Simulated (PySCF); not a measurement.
C7H8OS, SMILES c1c(S)ccc(OC)c1 at its GFN2-xTB optimised geometry (Å):

```
17

C     -2.5377    -2.0886     0.0013
O     -1.1325    -2.0217     0.0002
C     -0.5397    -0.7954     0.0000
C      0.8562    -0.7954     0.0000
C      1.5618     0.3878    -0.0010
C      0.8812     1.5993    -0.0019
S      1.7372     3.1497    -0.0052
C     -0.5050     1.6073    -0.0010
C     -1.2155     0.4204     0.0000
H     -2.7814    -3.1497     0.0032
H     -2.9636    -1.6219    -0.8928
H     -2.9623    -1.6189     0.8945
H      1.3698    -1.7435     0.0007
H      2.6421     0.3679    -0.0014
H      2.9636     2.6320    -0.0062
H     -1.0317     2.5495    -0.0013
H     -2.2930     0.4611     0.0008
```

Method: CAM-B3LYP/def2-SVP run with PySCF. Cells within 0.4 Å of a nucleus heavier than hydrogen are left out (blank, or x).

Map of the log10 of the electron density (e/bohr³), floored at −4 on the plane z = 0.0 Å:

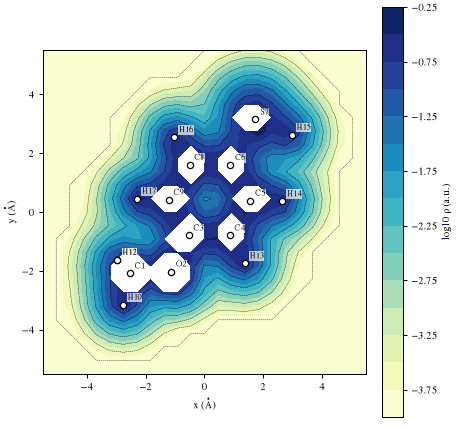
Fig. 1. Log10 of the electron density (e/bohr³), floored at −4 on the plane z = 0.0 Å.
